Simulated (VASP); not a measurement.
```xyz
8
Lattice="6.5727 0.0000 0.0000 0.0000 4.1300 0.0000 0.0000 0.0000 7.3895" Properties=species:S:1:pos:R:3 pbc="T T T"
Ga     3.3968     1.0325     5.1416
Ga     0.1104     1.0325     5.9427
Ga     3.1759     3.0975     2.2479
Ga     6.4623     3.0975     1.4468
Bi     4.5548     1.0325     0.5939
Bi     1.2684     1.0325     3.1009
Bi     2.0179     3.0975     6.7956
Bi     5.3043     3.0975     4.2886
```

Level of theory: LDA (Ceperley-Alder, Perdew-Zunger), VASP's LDA PAW potentials (set 64) (plane waves; VASP). Numerical set-up: 400 eV cut-off, 5×8×5 Γ-centred mesh, tetrahedra with Blöchl corrections, potentials Ga_d Bi_d.

Unless said otherwise, spin-orbit coupling is left out, though it shifts the bands of the heavy elements here.

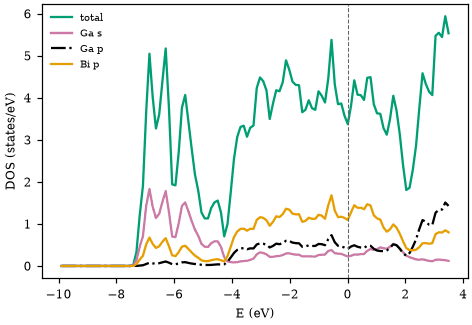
Fig. 1. Total and projected density of states, zero at the Fermi level

Within 2 eV below the Fermi level the largest weight inside VASP's projection spheres is Bi p, then Ga p.

It has no gap at this level: it comes out as a metal or semimetal.

The structure was generated: GaBi was put into the MnP type (Pnma), which need not be its known phase. It was relaxed first, which changed the volume by +28 %.
